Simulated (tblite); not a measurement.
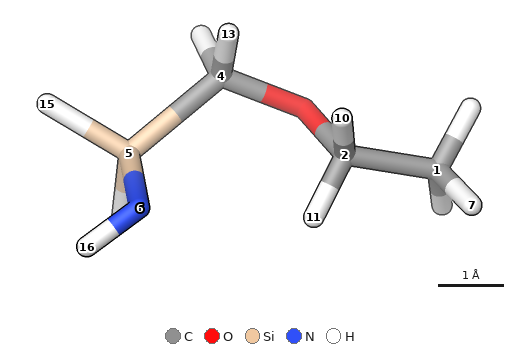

**Figure 1.** The starting structure (stick view, seen at a tilt; atoms are numbered from 1 in the order of the input). Bond lengths as drawn: C–C 1.51 Å, C–H 1.08 to 1.10 Å, C–O 1.44 Å, C–Si 1.88 Å, H–N 1.02 Å, H–Si 1.48 to 1.49 Å and N–Si 1.77 Å.

C₃H₁₀NOSi: geometry relaxation (part 1 of 4)

The run: geometry relaxation of C₃H₁₀NOSi, multiplicity 2. Method and program: GFN2-xTB geometry optimisation, gas phase (tblite 0.8.0).

It belongs to a series of runs on one base structure; here: H removed from N.

## The input
```
{"job": {"kind": "relax", "xc": "GFN2-xTB", "basis": "xTB"}, "charge": 0, "multiplicity": 2}
C     -2.623700    -0.057700    -0.333700
C     -1.144500     0.211000    -0.420200
O     -0.660100     0.470600     0.915200
C      0.680500     0.995700     0.909800
Si     2.131100    -0.095600     0.408300
N      2.188500    -0.341800    -1.347700
H     -3.041900    -0.266900    -1.327100
H     -2.835500    -0.897600     0.332700
H     -3.149100     0.809100     0.086500
H     -0.955900     1.063800    -1.060300
H     -0.647500    -0.683000    -0.815600
H      0.865600     1.273000     1.960500
H      0.690900     1.923700     0.353700
H      2.080100    -1.427900     1.049800
H      3.407100     0.562300     0.794100
H      3.006700    -0.932900    -1.517400
```

The first line tells a small driver script what to run in tblite; the rest is the geometry in Å.

Machine: 1 CPU thread, shared host.

Launch command:
```bash
OMP_NUM_THREADS=1 python <driver script> task.json out
```

## Output
```
step      E/eV     max force
  0    -548.11257    2.905
  1    -548.35155    1.103
  2    -548.40129    0.802
  3    -548.42359    0.622
  4    -548.49635    0.659
  5    -548.53707    0.809
  6    -548.59168    0.676
  7    -548.62558    0.588
  8    -548.66983    0.509
  9    -548.69278    0.555
 10    -548.71693    0.428
 11    -548.73386    0.531
 12    -548.74768    0.295
 13    -548.75687    0.361
 14    -548.76997    0.310
 15    -548.77918    0.248
 16    -548.78944    0.188
 17    -548.79628    0.222
 18    -548.80278    0.275
 19    -548.80765    0.345
 20    -548.81640    0.218
 21    -548.82421    0.197
 22    -548.83261    0.181
 23    -548.83749    0.221
 24    -548.84235    0.192
 25    -548.84548    0.124
 26    -548.84833    0.165
 27    -548.85087    0.168
 28    -548.85326    0.121
 29    -548.85469    0.087
 30    -548.85539    0.076
 31    -548.85595    0.062
 32    -548.85670    0.078
 33    -548.85784    0.103
 34    -548.85915    0.111
 35    -548.86069    0.106
 36    -548.86223    0.097
 37    -548.86381    0.107
 38    -548.86532    0.114
 39    -548.86658    0.107
 40    -548.86758    0.092
 41    -548.86863    0.079
 42    -548.87001    0.101
 43    -548.87175    0.112
 44    -548.87365    0.118
 45    -548.87557    0.108
 46    -548.87758    0.113
 47    -548.87985    0.126
 48    -548.88226    0.124
 49    -548.88438    0.098
 50    -548.88614    0.093
 51    -548.88775    0.098
 52    -548.88931    0.102
 53    -548.89076    0.088
 54    -548.89199    0.097
 55    -548.89304    0.098
 56    -548.89402    0.092
 57    -548.89499    0.076
 58    -548.89592    0.077
 59    -548.89686    0.078
 60    -548.89801    0.097
 61    -548.89949    0.113
 62    -548.90139    0.131
 63    -548.90397    0.167
 64    -548.90784    0.203
 65    -548.91444    0.227
 66    -548.92168    0.227
 67    -548.92814    0.223
 68    -548.92939    0.264
 69    -548.93640    0.191
 70    -548.93972    0.251
 71    -548.94443    0.125
 72    -548.94912    0.134
 73    -548.95096    0.095
 74    -548.95295    0.133
 75    -548.95462    0.184
 76    -548.95655    0.213
 77    -548.95863    0.166
 78    -548.96030    0.106
 79    -548.96161    0.072
 80    -548.96260    0.127
 81    -548.96353    0.085
 82    -548.96457    0.059
 83    -548.96501    0.074
 84    -548.96537    0.059
 85    -548.96550    0.051
 86    -548.96563    0.021
 87    -548.96572    0.020
 88    -548.96581    0.022
 89    -548.96593    0.028
 90    -548.96610    0.034
 91    -548.96630    0.039
 92    -548.96650    0.035
 93    -548.96666    0.031
 94    -548.96679    0.038
 95    -548.96694    0.048
 96    -548.96716    0.060
 97    -548.96752    0.067
 98    -548.96800    0.065
 99    -548.96848    0.045
100    -548.96881    0.038
101    -548.96900    0.036
102    -548.96916    0.035
103    -548.96934    0.042
104    -548.96949    0.021
105    -548.96958    0.021
106    -548.96966    0.021
107    -548.96977    0.023
108    -548.96990    0.023
109    -548.97000    0.021
110    -548.97007    0.018
111    -548.97012    0.016
112    -548.97020    0.015
113    -548.97027    0.015
114    -548.97032    0.010
```

## Trajectory as extended XYZ (Å, eV, eV/Å), 51 of the 115 frames kept, from step=0 to step=114
```
16
Properties=species:S:1:pos:R:3:forces:R:3 step=0 energy=-548.11257
C    -2.6237   -0.0577   -0.3337   -0.9010   0.0640   0.1040
C    -1.1445    0.2110   -0.4202    0.0980  -0.3150   1.1560
O    -0.6601    0.4706    0.9152    1.1060   0.0690  -1.2130
C     0.6805    0.9957    0.9098   -1.3260   0.2070   1.1730
Si    2.1311   -0.0956    0.4083    0.6850  -1.1560  -2.5760
N     2.1885   -0.3418   -1.3477    0.4460   0.1640   2.4160
H    -3.0419   -0.2669   -1.3271    0.1980   0.0310   0.3200
H    -2.8355   -0.8976    0.3327    0.1300   0.0520  -0.1860
H    -3.1491    0.8091    0.0865    0.1600  -0.1380  -0.1590
H    -0.9559    1.0638   -1.0603    0.2420   0.2530  -0.2040
H    -0.6475   -0.6830   -0.8156    0.2850   0.1260  -0.0800
H     0.8656    1.2730    1.9605   -0.1870  -0.0790  -0.1640
H     0.6909    1.9237    0.3537    0.0500   0.2680  -0.3990
H     2.0801   -1.4279    1.0498   -0.1030   0.2470   0.1350
H     3.4071    0.5623    0.7941   -0.3840   0.0800   0.1050
H     3.0067   -0.9329   -1.5174   -0.5000   0.1270  -0.4260
16
Properties=species:S:1:pos:R:3:forces:R:3 step=2 energy=-548.40129
C    -2.6414   -0.0570   -0.3273    0.1170   0.0460   0.1010
C    -1.1427    0.2075   -0.3992    0.0000  -0.0140  -0.1710
O    -0.6312    0.4688    0.8885    0.1520  -0.2290   0.0230
C     0.6509    1.0042    0.9301    0.1310   0.1880  -0.0790
Si    2.1484   -0.1259    0.3476    0.0860  -0.1220   0.7880
N     2.2049   -0.3388   -1.2884    0.2210   0.0140  -0.5980
H    -3.0363   -0.2663   -1.3195    0.0870   0.0020   0.0850
H    -2.8333   -0.8979    0.3280   -0.0400  -0.1270   0.0210
H    -3.1472    0.8087    0.0831   -0.0870   0.1200   0.0160
H    -0.9492    1.0655   -1.0625    0.0880  -0.0840   0.0370
H    -0.6385   -0.6785   -0.8178    0.1230   0.1280  -0.0330
H     0.8589    1.2706    1.9630   -0.1620  -0.0810   0.1560
H     0.6937    1.9274    0.3426    0.1080  -0.0340  -0.1930
H     2.0756   -1.4191    1.0561   -0.1570   0.1650   0.2520
H     3.3915    0.5655    0.7984   -0.4180   0.1180   0.1470
H     2.9884   -0.9288   -1.5342   -0.2480  -0.0900  -0.5510
16
Properties=species:S:1:pos:R:3:forces:R:3 step=5 energy=-548.53707
C    -2.6362   -0.0510   -0.3044    0.1040  -0.0480  -0.0810
C    -1.1360    0.2041   -0.4055    0.1960  -0.0190   0.1270
O    -0.5850    0.4282    0.8729   -0.1200   0.0500   0.1700
C     0.6564    1.0327    0.9320    0.2370  -0.3890  -0.0670
Si    2.1692   -0.1700    0.3718   -0.3170   0.1680  -0.7250
N     2.2454   -0.3119   -1.2893    0.1010   0.3260   0.3290
H    -3.0170   -0.2652   -1.2992   -0.0180   0.0150  -0.0330
H    -2.8374   -0.9152    0.3274    0.0410   0.1710   0.0500
H    -3.1578    0.8256    0.0836    0.1380  -0.1650   0.0460
H    -0.9286    1.0560   -1.0597   -0.0200   0.1710  -0.0420
H    -0.6091   -0.6579   -0.8305   -0.0240  -0.1800  -0.2030
H     0.8239    1.2579    1.9886   -0.0080   0.1130  -0.2420
H     0.7156    1.9254    0.3007    0.0460  -0.0850   0.0900
H     2.0416   -1.3958    1.1174   -0.1640  -0.3570   0.5010
H     3.3114    0.5968    0.8338    0.1320   0.3730   0.2910
H     2.9360   -0.9536   -1.6511   -0.3230  -0.1440  -0.2100
16
Properties=species:S:1:pos:R:3:forces:R:3 step=7 energy=-548.62558
C    -2.6237   -0.0489   -0.2903    0.1490  -0.0620  -0.1760
C    -1.1176    0.1995   -0.4042    0.1240  -0.0220   0.0020
O    -0.5509    0.3969    0.8690   -0.1410   0.2040   0.0300
C     0.6731    1.0331    0.9290   -0.0800  -0.3480  -0.1060
Si    2.1701   -0.2002    0.3611   -0.0070  -0.0500   0.0300
N     2.2966   -0.2759   -1.2841    0.2290   0.0370  -0.1430
H    -3.0012   -0.2633   -1.2841   -0.0550   0.0070  -0.1360
H    -2.8378   -0.9188    0.3308    0.1140   0.2270   0.0940
H    -3.1569    0.8290    0.0873    0.2730  -0.2300   0.0680
H    -0.9121    1.0582   -1.0584   -0.0780   0.1140   0.1110
H    -0.5859   -0.6511   -0.8548   -0.1650  -0.1710  -0.1410
H     0.7945    1.2546    1.9938    0.2520   0.1780  -0.3590
H     0.7377    1.9156    0.2717   -0.0160  -0.2730   0.3180
H     2.0008   -1.3937    1.2017   -0.0890   0.0750   0.0780
H     3.2469    0.6478    0.8835    0.0220   0.1520   0.1360
H     2.8590   -0.9768   -1.7634   -0.5310   0.1610   0.1940
16
Properties=species:S:1:pos:R:3:forces:R:3 step=9 energy=-548.69278
C    -2.6042   -0.0532   -0.2982    0.0150  -0.0440  -0.0880
C    -1.0992    0.1951   -0.4052   -0.1320  -0.0290  -0.1930
O    -0.5509    0.3954    0.8727   -0.1200  -0.0300  -0.1520
C     0.6824    1.0026    0.9187   -0.1810   0.0080   0.0130
Si    2.1659   -0.2127    0.3546    0.2930  -0.0910   0.4630
N     2.3320   -0.2446   -1.2858    0.0410   0.0660   0.0130
H    -2.9977   -0.2619   -1.2877    0.0060  -0.0210  -0.0910
H    -2.8284   -0.9029    0.3405    0.1560  -0.0020   0.0540
H    -3.1343    0.8130    0.0951    0.2050   0.0160   0.0380
H    -0.9101    1.0695   -1.0498    0.0020  -0.0270   0.1320
H    -0.5876   -0.6620   -0.8785   -0.0870   0.0350   0.0320
H     0.8006    1.2671    1.9674    0.3330   0.0300  -0.0650
H     0.7479    1.8906    0.2806    0.0040  -0.1500   0.0180
H     1.9730   -1.3917    1.2528    0.0040   0.3230  -0.2550
H     3.2185    0.6864    0.9200   -0.1910  -0.1590  -0.0690
H     2.7845   -0.9847   -1.8086   -0.3470   0.0740   0.1490
16
Properties=species:S:1:pos:R:3:forces:R:3 step=11 energy=-548.73386
C    -2.5920   -0.0598   -0.3103   -0.1180  -0.0060   0.0280
C    -1.0953    0.1904   -0.4170   -0.1040  -0.0090  -0.0920
O    -0.5605    0.3932    0.8661   -0.0390  -0.1930  -0.0040
C     0.6762    0.9801    0.9133   -0.0140   0.1330   0.0430
Si    2.1809   -0.2249    0.3686    0.1320   0.1610   0.1570
N     2.3540   -0.2130   -1.2732    0.0790  -0.2200   0.0100
H    -2.9959   -0.2626   -1.2971   -0.0080  -0.0490  -0.0130
H    -2.8103   -0.8918    0.3504    0.1320  -0.1620  -0.0320
H    -3.1038    0.8031    0.1028    0.0600   0.1780  -0.0140
H    -0.9090    1.0769   -1.0367    0.0520   0.0030  -0.0660
H    -0.5951   -0.6686   -0.8929    0.0460   0.0640   0.0210
H     0.8292    1.2776    1.9443    0.1630  -0.1270   0.1500
H     0.7545    1.8644    0.2873    0.0150   0.0360  -0.2940
H     1.9553   -1.3721    1.2698    0.0270   0.0600  -0.1350
H     3.1912    0.7020    0.9400   -0.0550  -0.1430  -0.0250
H     2.7131   -0.9889   -1.8269   -0.3680   0.2750   0.2660
16
Properties=species:S:1:pos:R:3:forces:R:3 step=14 energy=-548.76997
C    -2.5953   -0.0627   -0.3116    0.0970   0.0250   0.0020
C    -1.0994    0.1875   -0.4297    0.1200   0.0240   0.0760
O    -0.5573    0.3694    0.8599    0.1340   0.0690   0.0000
C     0.6688    0.9842    0.9133    0.0400  -0.0100  -0.0620
Si    2.1999   -0.2219    0.3867   -0.1850   0.0670   0.0520
N     2.3710   -0.1951   -1.2484   -0.0060  -0.0800  -0.1140
H    -2.9957   -0.2688   -1.3003   -0.0730  -0.0150   0.0680
H    -2.7851   -0.9043    0.3507    0.0190   0.0070  -0.0780
H    -3.0807    0.8171    0.1049   -0.0290  -0.0340  -0.0380
H    -0.9008    1.0808   -1.0374   -0.0150  -0.0300  -0.0390
H    -0.5902   -0.6644   -0.9035    0.0070   0.0040  -0.0590
H     0.8577    1.2666    1.9471   -0.0680  -0.0620  -0.0800
H     0.7608    1.8493    0.2545   -0.0810  -0.0680  -0.0190
H     1.9430   -1.3562    1.2759    0.0190  -0.1050  -0.0040
H     3.1681    0.7058    0.9590    0.2590   0.0880   0.1370
H     2.6278   -0.9811   -1.8325   -0.2390   0.1200   0.1570
16
Properties=species:S:1:pos:R:3:forces:R:3 step=16 energy=-548.78944
C    -2.5879   -0.0637   -0.3142    0.1330   0.0160   0.0000
C    -1.0909    0.1865   -0.4343    0.0710  -0.0010  -0.0150
O    -0.5483    0.3561    0.8583    0.0760   0.0940  -0.1160
C     0.6713    0.9805    0.9065    0.0450  -0.0180  -0.0510
Si    2.1980   -0.2102    0.4009    0.0590  -0.0610   0.1360
N     2.3823   -0.1766   -1.2325   -0.0930   0.0480   0.0130
H    -3.0016   -0.2747   -1.2985   -0.0100   0.0310   0.1090
H    -2.7625   -0.9114    0.3460   -0.0420   0.0780  -0.0560
H    -3.0619    0.8230    0.1045   -0.0640  -0.1340  -0.0300
H    -0.8958    1.0841   -1.0414   -0.0030  -0.0770   0.0410
H    -0.5866   -0.6635   -0.9195    0.0120   0.0370  -0.0150
H     0.8762    1.2549    1.9389   -0.1500   0.0470  -0.1030
H     0.7600    1.8303    0.2284   -0.0890  -0.0050   0.0950
H     1.9323   -1.3561    1.2868    0.0510   0.0200  -0.0890
H     3.1710    0.7197    0.9887    0.1440  -0.0600   0.0400
H     2.5368   -0.9728   -1.8300   -0.1380  -0.0160   0.0400
16
Properties=species:S:1:pos:R:3:forces:R:3 step=18 energy=-548.80278
C    -2.5756   -0.0641   -0.3182    0.0060  -0.0170   0.0110
C    -1.0818    0.1860   -0.4394   -0.0210  -0.0260  -0.0780
O    -0.5416    0.3539    0.8516   -0.0150  -0.0350  -0.0570
C     0.6756    0.9756    0.8978    0.0250   0.0160  -0.0290
Si    2.2008   -0.1982    0.4192    0.2610  -0.0770   0.0380
N     2.3775   -0.1612   -1.2165   -0.1190   0.1810   0.1480
H    -3.0092   -0.2779   -1.2921    0.0570   0.0400   0.0250
H    -2.7462   -0.9122    0.3383   -0.0570   0.0180   0.0340
H    -3.0507    0.8189    0.1020   -0.0780  -0.0740   0.0220
H    -0.8935    1.0829   -1.0437    0.0460   0.0090  -0.0140
H    -0.5848   -0.6621   -0.9313    0.0760   0.0000  -0.0120
H     0.8849    1.2493    1.9253   -0.1710   0.1320   0.0200
H     0.7508    1.8175    0.2153   -0.0080   0.1420   0.0460
H     1.9323   -1.3579    1.2805    0.0490   0.0040  -0.0280
H     3.1933    0.7203    1.0102    0.0330  -0.1470  -0.0120
H     2.4607   -0.9649   -1.8101   -0.0840  -0.1640  -0.1120
16
Properties=species:S:1:pos:R:3:forces:R:3 step=21 energy=-548.82421
C    -2.5636   -0.0649   -0.3174   -0.1260  -0.0580  -0.0110
C    -1.0727    0.1840   -0.4501   -0.0360  -0.0120  -0.0400
O    -0.5282    0.3489    0.8364   -0.0050  -0.0950   0.0210
C     0.6836    0.9798    0.8860   -0.0460   0.0480   0.0500
Si    2.2296   -0.1933    0.4423    0.0240   0.0170  -0.0960
N     2.3537   -0.1466   -1.1981   -0.0490   0.0990   0.0390
H    -3.0111   -0.2762   -1.2801    0.0480  -0.0110  -0.1910
H    -2.7410   -0.9139    0.3316    0.0020  -0.0630   0.1260
H    -3.0574    0.8068    0.1002    0.0200   0.0390   0.0930
H    -0.8853    1.0798   -1.0516    0.0330   0.0860  -0.0660
H    -0.5706   -0.6585   -0.9435    0.0390  -0.0590  -0.0470
H     0.8616    1.2580    1.9173   -0.0480   0.1520   0.0460
H     0.7376    1.8269    0.2068    0.1000   0.1020   0.0370
H     1.9436   -1.3652    1.2666    0.0430  -0.0790   0.0990
H     3.2328    0.6996    1.0301    0.0790  -0.0680   0.0450
H     2.3796   -0.9592   -1.7879   -0.0770  -0.0990  -0.1060
16
Properties=species:S:1:pos:R:3:forces:R:3 step=23 energy=-548.83749
C    -2.5630   -0.0700   -0.3176   -0.0180  -0.0340  -0.0460
C    -1.0682    0.1811   -0.4621    0.0000   0.0000   0.0060
O    -0.5170    0.3367    0.8251    0.0550   0.0060  -0.0480
C     0.6865    0.9870    0.8810   -0.0570   0.0720   0.0820
Si    2.2544   -0.1917    0.4540   -0.2200  -0.0010  -0.0190
N     2.3347   -0.1356   -1.1886   -0.0120  -0.0870  -0.1140
H    -3.0073   -0.2755   -1.2847    0.0250  -0.0340  -0.1050
H    -2.7373   -0.9193    0.3366    0.0350  -0.0090   0.0180
H    -3.0604    0.7997    0.1064    0.0940  -0.0040   0.0390
H    -0.8761    1.0833   -1.0613   -0.0420  -0.0380   0.0180
H    -0.5566   -0.6595   -0.9572   -0.0820   0.0120  -0.0310
H     0.8387    1.2776    1.9150    0.0320   0.0880   0.0070
H     0.7369    1.8410    0.2036    0.0850  -0.0470   0.0720
H     1.9539   -1.3745    1.2671    0.0710   0.0150   0.0590
H     3.2642    0.6800    1.0504    0.0950  -0.0230   0.0540
H     2.3089   -0.9545   -1.7790   -0.0610   0.0820   0.0080
```
